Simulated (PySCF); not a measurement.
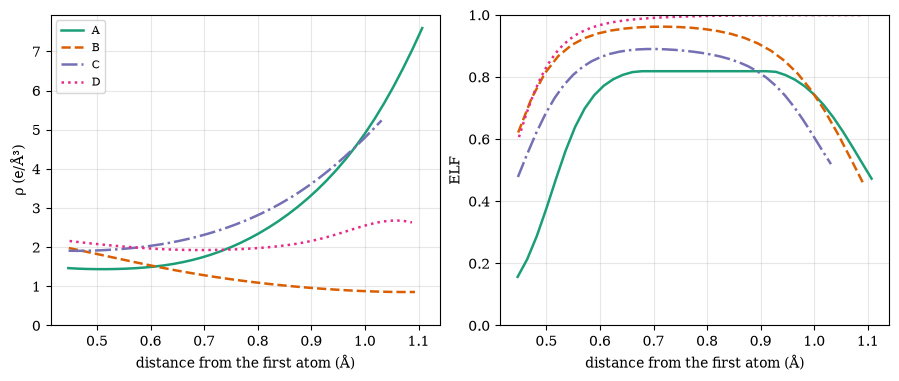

Figure. C2H9FGe2O (SMILES CO[C](F)([GeH3])[GeH3]). Electron density and electron localisation function along straight lines between neighbouring atoms. The curves leave out the atomic cores.

Geometry: GFN2-xTB.

Computed with PySCF, wB97X-D/def2-SVPD, SCF density, gas phase.

```xyz
15

C     2.0465    0.4825    0.3535
O     0.7870    0.9682   -0.0673
C    -0.2947    0.1839    0.2569
F    -0.4669    0.2046    1.6746
Ge   -1.8140    1.2205   -0.4977
Ge   -0.2051   -1.7715   -0.1474
H     2.2801   -0.4647   -0.1512
H     2.0646    0.3316    1.4364
H     2.7780    1.2381    0.0753
H    -3.1217    0.6481   -0.0519
H    -1.7399    1.1802   -1.9883
H    -1.6776    2.6245   -0.0211
H    -1.5819   -2.3241    0.0208
H     0.6962   -2.4880    0.8115
H     0.2449   -2.0256   -1.5534
```

### Which curve belongs to which contact (C–F, C–Ge, C–H and C–O)? The first atom named is at distance zero.

Curve A: C–F (1.43 Å): ρ at the midpoint is about 1.8 e/Å³, with its minimum of 1.4 e/Å³ about 0.5 Å from C; the ELF peaks at about 0.80 between the atoms; a shared but strongly polarised pair. Curve B: C–Ge (1.99 Å): the density is about 0.88 e/Å³ at the midpoint; the ELF peaks at about 0.95 in the valence shell of C, 0.7 Å from its nucleus, and is about 0.75 at the midpoint. Curve C: C–O (1.37 Å): ρ is about 2.3 e/Å³ halfway, with its minimum of 1.9 e/Å³ about 0.5 Å from C; the ELF peaks at about 0.90 between the atoms; a polar covalent bond. Curve D: C–H (1.09 Å): ρ at the midpoint is about 2 e/Å³; the ELF climbs to about 1 towards the hydrogen, as it does in any bond to H; a covalent bond by its length.
